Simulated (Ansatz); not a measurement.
Consider Al$_{2}$H$_{3}$O (charge −1).

Input

```
crystal:
  periodic: [false, false, false]
  atoms:
    - {symbol: Al, position_ang: [0.299704, -0.254729, -0.889512]}
    - {symbol: Al, position_ang: [-1.049154, -0.278770, 1.237473]}
    - {symbol: O, position_ang: [-0.097743, 0.937128, 0.371676]}
    - {symbol: H, position_ang: [-1.729837, 0.305013, 2.625403]}
    - {symbol: H, position_ang: [1.808674, -0.842009, -0.981412]}
    - {symbol: H, position_ang: [-0.374794, -0.113493, -2.357646]}
basis:
  gaussian:
    orbitals: def2-TZVPD
output:
  forces: true
  orbitals: {seedname: orbitals}
total_charge: -1
hamiltonian:
  xc: pbe0
```

Run with:

```sh
ansatz run input.yaml --threads 1 --pin off --max-ram 2610MiB --events-out events.jsonl --progress --plain --runs-dir runs
```

Geometry: PBE0-D3(BJ)/def2-SVPD.

Computed with Ansatz, isolated molecule in a Gaussian basis; Kohn-Sham density functional theory, functional PBE0.

**Predict the electron density and electron localisation function between the atoms.**

Al–O (1.77 Å): the density is about 0.79 e/Å³ at the midpoint; the ELF peaks at about 0.85 in the valence shell of O, 0.6 Å from its nucleus, and is about 0.50 at the midpoint.
Al–Al (2.52 Å): the density is about 0.32 e/Å³ at the midpoint; the ELF is about 0.40 at the midpoint.

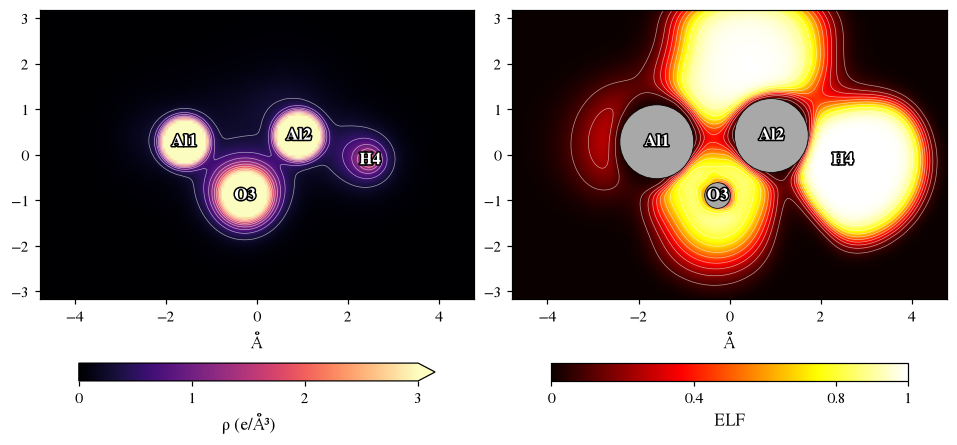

Computed electron density and electron localisation function on the plane of atoms O3, Al2 and H4, in this order. Grey discs cover the atomic cores in the ELF map. 
